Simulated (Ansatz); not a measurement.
**C$_{3}$H$_{8}$GeO: density, localisation and related maps**

The calculation's input:

```
basis:
  gaussian:
    orbitals: def2-SVPD
crystal:
  periodic: [false, false, false]
  atoms:
    - {symbol: C, position_ang: [-1.006382, 0.207270, 1.485429]}
    - {symbol: C, position_ang: [0.268431, -0.499401, -0.377982]}
    - {symbol: C, position_ang: [-0.467685, -1.589393, -0.663268]}
    - {symbol: Ge, position_ang: [-0.017544, -2.747490, -2.147661]}
    - {symbol: O, position_ang: [0.085956, 0.396545, 0.611269]}
    - {symbol: H, position_ang: [-0.979995, 1.031930, 2.209452]}
    - {symbol: H, position_ang: [-0.929394, -0.754536, 2.023305]}
    - {symbol: H, position_ang: [-1.966775, 0.229719, 0.940042]}
    - {symbol: H, position_ang: [1.148344, -0.220041, -0.967657]}
    - {symbol: H, position_ang: [-1.340635, -1.839903, -0.054175]}
    - {symbol: H, position_ang: [1.238476, -2.185690, -2.847527]}
    - {symbol: H, position_ang: [-1.174966, -2.821793, -3.169355]}
    - {symbol: H, position_ang: [0.273876, -4.186784, -1.665399]}
hamiltonian:
  xc: pbe0
output: {forces: true, orbitals: {seedname: orbitals}}
```

Launched as:

```sh
ansatz run input.yaml --threads 2 --pin off --max-ram 5220MiB --events-out events.jsonl --progress --plain --runs-dir runs
```

Geometry: B3LYP-D3(BJ)/def2-SVP.

All numbers below come from isolated molecule in a Gaussian basis; Kohn-Sham density functional theory, functional PBE0 (Ansatz).

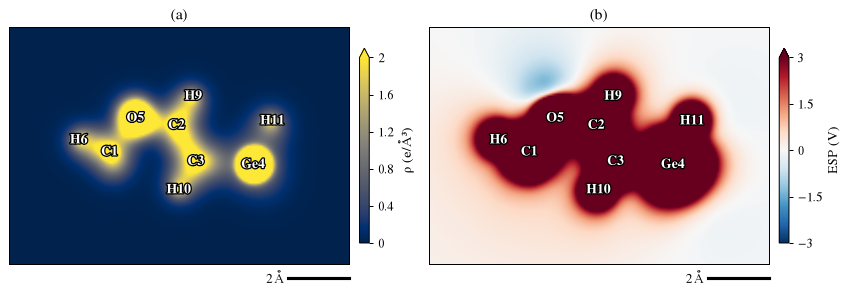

Figure 1. (a) electron density; (b) molecular electrostatic potential on the plane of atoms C2, C3 and H10.

What does the map show?

Atoms in the plane: C, Ge, O and H.
C–C (1.35 Å): ρ at the midpoint is about 2.2 e/Å³.
C–O (1.35 Å): the density is about 2.4 e/Å³ at the midpoint, with its minimum of 2 e/Å³ about 0.5 Å from C.
C–Ge (1.94 Å): ρ at the midpoint is about 0.89 e/Å³.
C–H (1.09 Å): ρ at the midpoint is about 1.9 e/Å³.
C–O (1.41 Å): the density is about 2 e/Å³ at the midpoint, with its minimum of 1.7 e/Å³ about 0.5 Å from C.
Outside the dense part of the molecule the potential is most negative (−1.3 V) near O5.

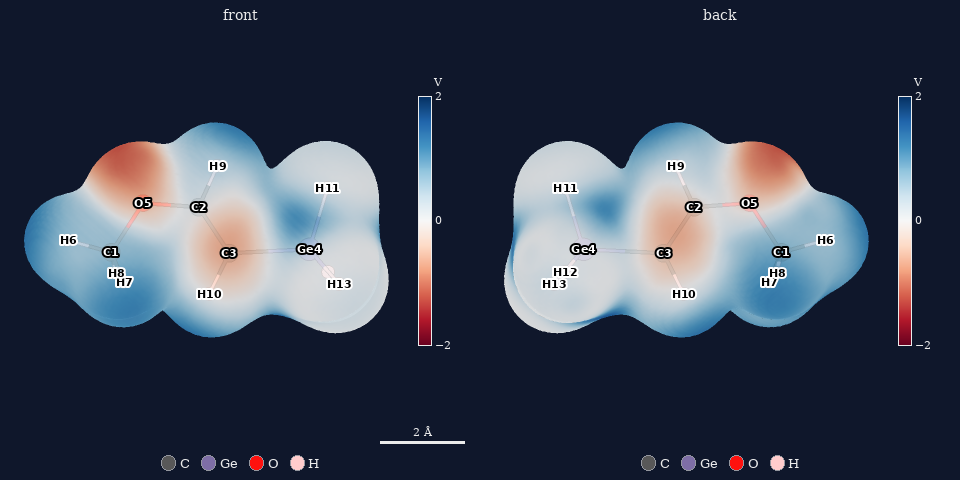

Figure 2. The molecular electrostatic potential painted on the density surface at 0.004 e/bohr³, seen from the front and from behind; red is negative and blue positive.

Describe the electrostatic potential map.

The most negative region (about −1.2 V) lies over O5, the most positive (about +1.5 V) over Ge4. O5 is the likeliest acceptor of a hydrogen bond.

How polar is the molecule by this calculation?

Its dipole moment is 1.53 D.

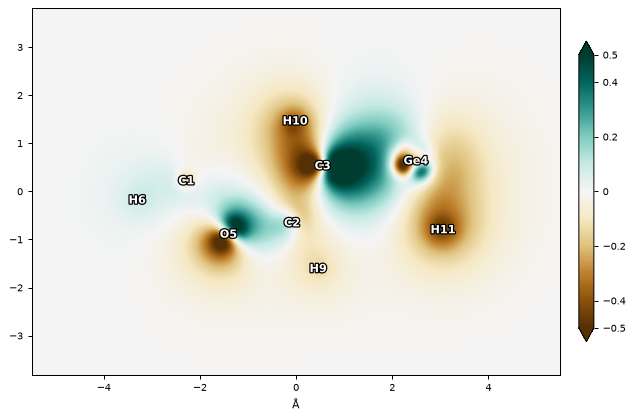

Figure 3. The HOMO−1 on the plane of atoms C3, Ge4 and H11 (values in Å⁻³ᐟ²; the overall sign is arbitrary).

Where does this orbital lie, and at what energy?

Its weight (Hirshfeld) is mainly on C3 (about 35 %), Ge4 (about 30 %), H11 (about 10 %), O5 (about 10 %) and H10 (about 5 %). Its energy is −9.16 eV.
